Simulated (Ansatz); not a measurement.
# [BH4]− (SMILES [H][B-]([H])([H])[H]): CCSD/6-31G

What is the energy change on altering one bond length of [BH4]− at CCSD/6-31G? 

Program for the calculation: Ansatz 0.2.0.

### Step 1. The structure to begin with

The species is [BH4]− (5 atoms), meant as a singlet with charge -1. SMILES: `[H][B-]([H])([H])[H]`. Geometry: relaxed at GFN2-xTB.

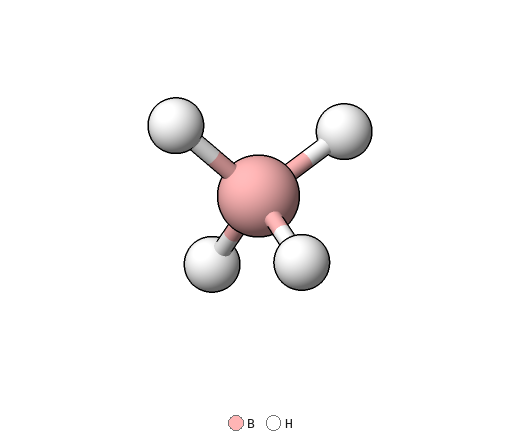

Viewed from a chosen angle; boron pink, hydrogen white.

### Step 2. The energy at CCSD/6-31G

The input, run.yaml:

```yaml
crystal:
  periodic: [false, false, false]
  atoms:
    - symbol: B
      position_ang: [0.000000, -0.000190, -0.000050]
    - symbol: H
      position_ang: [0.011880, -0.020580, 1.229120]
    - symbol: H
      position_ang: [1.154650, 0.011840, -0.420810]
    - symbol: H
      position_ang: [-0.587600, 1.007810, -0.387560]
    - symbol: H
      position_ang: [-0.578930, -0.998880, -0.420690]
basis:
  gaussian: {orbitals: 6-31G}
total_charge: -1
correlation: {method: ccsd, frozen_orbitals: {B: 1, H: 0}}
accuracy: high
scf: {omitted_lower_state_checks: [cluster_reference, increment]}
```

Launch:

```
$ ansatz run run.yaml --threads 1 --pin off --max-ram 2610MiB --events-out events.jsonl --progress --plain --runs-dir runs
```

The log of the run, cut to the lines that bear on the results:

```text
Warning: RAYON_NUM_THREADS=1 ignored (pool sized by the plan → 1); use --threads N
Functional definition: HF
  name "HF"
[...]
413 factors; integrals over basis functions are off by at most 2.7e-9 eV
[...]
mean field -733.39191832 eV, -26.9516558874 hartree, gradient 1.2e-8 eV, S^2 0.000000; 0 other end points of the search recorded, 0 dependent functions left out
1 core orbitals not correlated: weight in the atoms' cores, before any rotation towards them, 1.000 or more for the frozen orbitals, at most 0.000 for the correlated occupied ones
reference -733.39191832 eV, -26.9516558874 hartree; 4, 4 occupied and 12, 12 virtual orbitals, 413 factors
second order -2.09476712 eV of doubles, -0.00000000 eV of singles
cycle   1  -2.49283223 eV  change   -4.0e-1 eV  update   4.5e-2
[...]
cycle  15  -2.65662761 eV  change   6.8e-10 eV  update  8.8e-10
Total energy: -736.04854593 eV, -27.0492851514 hartree
Checks for a lower state left out: cluster_reference, increment
```

Run time: 0.12 s. Hardware: 1 thread of Arm Neoverse V2, shared host.

### Step 3. The distorted shape

The input, in.yaml:

```yaml
crystal:
  periodic: [false, false, false]
  atoms:
    - {symbol: B, position_ang: [-0.288635, -0.003197, 0.105130]}
    - {symbol: H, position_ang: [-0.276755, -0.023587, 1.334300]}
    - {symbol: H, position_ang: [1.154650, 0.011840, -0.420810]}
    - {symbol: H, position_ang: [-0.876235, 1.004803, -0.282380]}
    - {symbol: H, position_ang: [-0.867565, -1.001887, -0.315510]}
basis:
  gaussian:
    orbitals: 6-31G
total_charge: -1
correlation:
  method: ccsd
  frozen_orbitals: {B: 1, H: 0}
accuracy: high
scf:
  omitted_lower_state_checks: [cluster_reference, increment]
```

Launch:

```
$ ansatz run in.yaml --threads 1 --pin off --max-ram 2610MiB --events-out events.jsonl --progress --plain --runs-dir runs
```

The log of the run, cut to the lines that bear on the results:

```text
Warning: RAYON_NUM_THREADS=1 ignored (pool sized by the plan → 1); use --threads N
Functional definition: HF
  name "HF"
[...]
414 factors; integrals over basis functions are off by at most 2.4e-9 eV
[...]
mean field -732.91429606 eV, -26.9341035929 hartree, gradient 7.2e-8 eV, S^2 0.000000; 0 other end points of the search recorded, 0 dependent functions left out
1 core orbitals not correlated: weight in the atoms' cores, before any rotation towards them, 1.000 or more for the frozen orbitals, at most 0.000 for the correlated occupied ones
reference -732.91429606 eV, -26.9341035929 hartree; 4, 4 occupied and 12, 12 virtual orbitals, 414 factors
second order -2.10634246 eV of doubles, -0.00000000 eV of singles
cycle   1  -2.51851930 eV  change   -4.1e-1 eV  update   5.2e-2
[...]
cycle  17  -2.71287698 eV  change  -3.0e-10 eV  update  3.7e-10
Total energy: -735.62717304 eV, -27.0337999832 hartree
Checks for a lower state left out: cluster_reference, increment
```

It took 0.14 s on 1 thread of Arm Neoverse V2, shared host.

### Step 4. What came out

At CCSD/6-31G, 1 core orbital frozen:

| quantity | value |
| --- | --- |
| first shape: total energy | -27.04929 Eh |
| first shape: correlation energy (1 core orbital frozen) | -97.6 mEh |
| first shape: T1 diagnostic | 0.007 |
| distorted shape: total energy | -27.03380 Eh |
| distorted shape: correlation energy (1 core orbital frozen) | -99.7 mEh |
| distorted shape: T1 diagnostic | 0.010 |
| energy change with the B1–H3 bond stretched from 1.229 to 1.536 Å | 0.421 eV |

With the B1–H3 bond stretched from 1.229 to 1.536 Å the energy rises by 0.42 eV (40.7 kJ/mol). The first shape isn't relaxed at this level, so the change isn't measured from a minimum.
